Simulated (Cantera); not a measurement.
Input: 1 mol FeS, 1.6 mol SO₃, 1.2 mol H₂O, at 1948 K.

Method: chemical equilibrium by Gibbs-energy minimisation in Cantera with the NASA 1993 tables (ideal gas, pure condensed phases). Candidate condensed phases: Fe, FeO, Fe(OH)₂, Fe(OH)₃, FeS, FeSO₄, FeS₂, Fe₂O₃, Fe₂(SO₄)₃, Fe₃O₄, H₂O, H₂SO₄, S; 22 gas species. The tables' stoichiometric FeO is somewhat more stable than real wüstite, so its field is too wide. FeO: taken at fixed stoichiometry. Equilibrium is a limit: real reactors are often held back by kinetics, nucleation or transport.

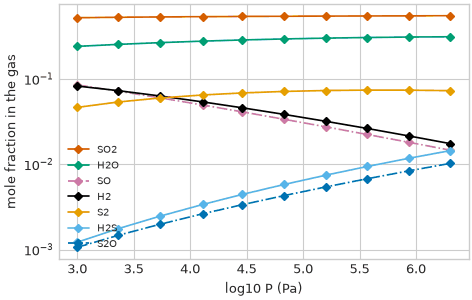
Fig. 1. Equilibrium gas composition (values under 1e-9 drawn at 1e-9)

**Question.** Read off the mole fractions at 68000 Pa.

**Answer.** SO₂ about 0.55, H₂O about 0.30, S₂ about 0.072, H₂ about 0.039, SO about 0.034, H₂S about 0.0058, S₂O about 0.0043.
